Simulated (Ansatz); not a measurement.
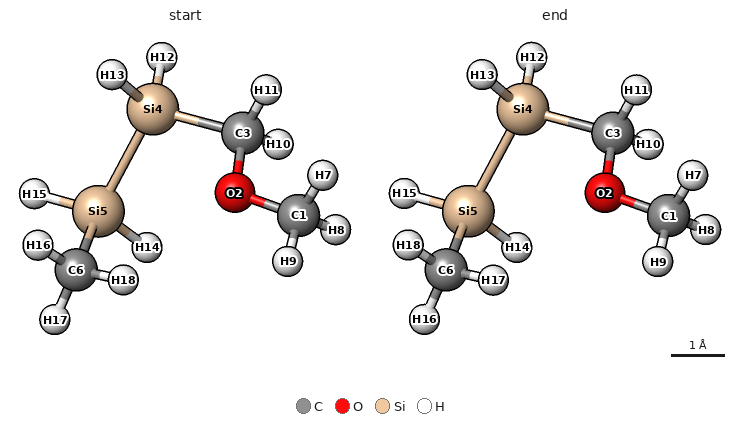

The two relaxed end points of a path for C3H12OSi2. A ball-and-stick model, seen from a free direction.

These are results of RKS PBE0-D4/6-31G* in Ansatz, not measurements.

The input:
```yaml
crystal:
  periodic: [false, false, false]
  atoms:
    - { symbol: C, position_ang: [1.549224, -1.036692, 1.91482] }
    - { symbol: O, position_ang: [0.912447, -0.283123, 0.916725] }
    - { symbol: C, position_ang: [1.529989, -0.433301, -0.345794] }
    - { symbol: Si, position_ang: [0.548288, 0.631341, -1.585826] }
    - { symbol: Si, position_ang: [-1.728772, 0.246605, -1.223449] }
    - { symbol: C, position_ang: [-2.291402, 0.963873, 0.427423] }
    - { symbol: H, position_ang: [2.597882, -0.726999, 2.047074] }
    - { symbol: H, position_ang: [1.53282, -2.112797, 1.680166] }
    - { symbol: H, position_ang: [1.006984, -0.866614, 2.848676] }
    - { symbol: H, position_ang: [1.517179, -1.490818, -0.663444] }
    - { symbol: H, position_ang: [2.589525, -0.127351, -0.303946] }
    - { symbol: H, position_ang: [0.978498, 0.248775, -2.96571] }
    - { symbol: H, position_ang: [0.893928, 2.071174, -1.389284] }
    - { symbol: H, position_ang: [-1.954103, -1.231941, -1.252513] }
    - { symbol: H, position_ang: [-2.526854, 0.827731, -2.347724] }
    - { symbol: H, position_ang: [-2.195246, 2.054654, 0.430201] }
    - { symbol: H, position_ang: [-3.336016, 0.710802, 0.635763] }
    - { symbol: H, position_ang: [-1.661572, 0.565982, 1.228544] }
basis:
  gaussian: { orbitals: "6-31G*" }
hamiltonian:
  xc: pbe0
  dispersion: d4
neb:
  order_check: false
  images: 7
  f_tol: 0.03
  max_iterations: 60
  initial_path: idpp
  final_atoms:
    - { symbol: C, position_ang: [1.5041285, -1.09625623, 1.91798199] }
    - { symbol: O, position_ang: [0.89532843, -0.31676314, 0.92190858] }
    - { symbol: C, position_ang: [1.52003357, -0.47240412, -0.33697935] }
    - { symbol: Si, position_ang: [0.57928705, 0.63090779, -1.57446457] }
    - { symbol: Si, position_ang: [-1.71056491, 0.30570757, -1.23592319] }
    - { symbol: C, position_ang: [-2.26836855, 1.02115451, 0.41743169] }
    - { symbol: H, position_ang: [2.55866066, -0.81357674, 2.06362012] }
    - { symbol: H, position_ang: [1.46412773, -2.16919659, 1.67110794] }
    - { symbol: H, position_ang: [0.95732154, -0.92338736, 2.84864634] }
    - { symbol: H, position_ang: [1.48036697, -1.5262647, -0.66441] }
    - { symbol: H, position_ang: [2.58729731, -0.19656414, -0.28282238] }
    - { symbol: H, position_ang: [1.01026458, 0.25255203, -2.95533172] }
    - { symbol: H, position_ang: [0.96223796, 2.05887462, -1.36115659] }
    - { symbol: H, position_ang: [-1.97699236, -1.16577199, -1.28304249] }
    - { symbol: H, position_ang: [-2.4808228, 0.92061711, -2.36184779] }
    - { symbol: H, position_ang: [-3.32319384, 0.80077289, 0.61141778] }
    - { symbol: H, position_ang: [-1.66075841, 0.5927379, 1.22045884] }
    - { symbol: H, position_ang: [-2.13555443, 2.10816159, 0.43510679] }
```

Run as
```bash
ansatz run input.yaml --threads 2 --pin off --max-ram 3072MiB --backend cpu --events-out ev --progress --plain --runs-dir out
```

What barrier does the band find between them, and by what path?

Answer. The barrier is about 6.5 kJ/mol in both directions, with image 4 at the top; the ends have the same energy. The motion is a rotation about the Si5–C6 bond by about 120°. No bond forms or breaks between the ends. The band is converged. At the top, the vibrational analysis gives one imaginary mode (164i cm⁻¹), as a transition state must have.

Energies of the converged images:

```json
{"image": "0", "path (Å)": "0.00", "E (kJ/mol)": "0.0"}
{"image": "1", "path (Å)": "0.45", "E (kJ/mol)": "0.8"}
{"image": "2", "path (Å)": "0.91", "E (kJ/mol)": "3.1"}
{"image": "3", "path (Å)": "1.36", "E (kJ/mol)": "5.5"}
{"image": "4", "path (Å)": "1.81", "E (kJ/mol)": "6.5"}
{"image": "5", "path (Å)": "2.27", "E (kJ/mol)": "5.5"}
{"image": "6", "path (Å)": "2.74", "E (kJ/mol)": "3.1"}
{"image": "7", "path (Å)": "3.20", "E (kJ/mol)": "0.9"}
{"image": "8", "path (Å)": "3.66", "E (kJ/mol)": "0.0"}
```

The geometry at the top of the path:

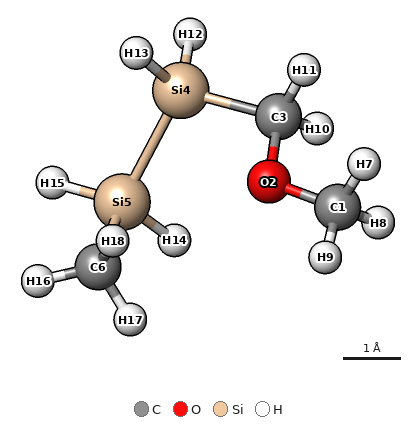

Cost: 3.3 min on 2 threads of Arm Neoverse V1, on a shared host, peak memory 0.33 GiB.
